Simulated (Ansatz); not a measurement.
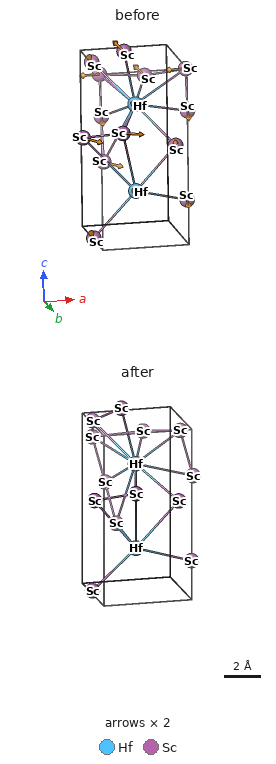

The structure of a crystal of HfSc$_{4}$ (a generated structure, set up in P1) (coarse preliminary run) before (top) and after (bottom) a relaxation, at one scale. The orange arrows give the displacements (the part carried along by the change of the cell is left out), 2 times their true length.

The picture is a ball-and-stick view of the cell of the calculation, seen from a free direction.

These are results of DFT PBE, scalar-relativistic, plane waves, PAW in Ansatz, not measurements. (plane-wave cutoff 420 eV; k-point mesh 4 × 4 × 2; occupations gaussian; smearing width 0.1 eV; no spin polarisation; cell and atoms relaxed; force threshold 0.015 eV/Å; at most 120 steps)

Question: What changed between the two?

Answer: The run was cut off at its time limit before the relaxation converged, so the last structure is only a point on the way. The largest move relative to the cell is that of a Sc atom, 0.71 Å roughly along [−1 −1 0]. Largest moves by element: Sc 0.71 Å, Hf 0.27 Å. The volume changes by −2.3 %, with a 4.958 → 5.036 Å (+1.6 %), b 5.099 → 5.060 Å (−0.8 %), c 10.128 → 9.810 Å (−3.1 %), α 91.0° → 89.7°, β 90.7° → 89.5°, γ 91.8° → 90.2°. Near-neighbour distances that change, for instance: Hf–Sc 4.322 → 3.443 Å, Sc–Sc 3.725 → 2.871 Å, Sc–Sc 3.587 → 2.808 Å, Sc–Sc 3.821 → 3.097 Å. New bonds form: Hf–Sc (4.32 → 3.44 Å), Sc–Sc (3.59 → 2.81 Å), Sc–Sc (3.73 → 2.87 Å). Bond angles that change, for instance: Sc–Sc–Sc 173.3° → 140.6°, Sc–Sc–Sc 166.9° → 136.3°, Sc–Sc–Sc 177.6° → 148.2°. The space group stays P1 (No. 1). Over 4 geometry steps the energy falls by 147 meV per atom. Largest force component: 1.1 eV/Å at the start, 0.3 eV/Å at the end. Pressure: −0.85 GPa at the start and 0.09 GPa at the end.
